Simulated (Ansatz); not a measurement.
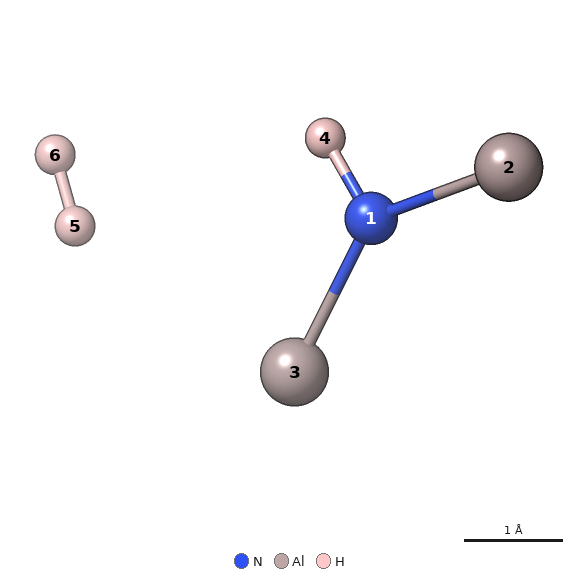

Orthographic view. Atoms fade into the background with distance from the viewer. The computed structure is the end point of a PBE-D4/def2-SVP optimisation. No frequency run is at hand to confirm it as a minimum.

List all interatomic distances (Å) as a matrix.

| atom | N1 | Al2 | Al3 | H4 | H5 | H6 |
| --- | --- | --- | --- | --- | --- | --- |
| N1 | 0.00 |  |  |  |  |  |
| Al2 | 1.84 | 0.00 |  |  |  |  |
| Al3 | 1.84 | 3.44 | 0.00 |  |  |  |
| H4 | 1.04 | 2.42 | 2.41 | 0.00 |  |  |
| H5 | 3.70 | 5.50 | 3.12 | 3.20 | 0.00 |  |
| H6 | 4.01 | 5.72 | 3.72 | 3.33 | 0.77 | 0.00 |
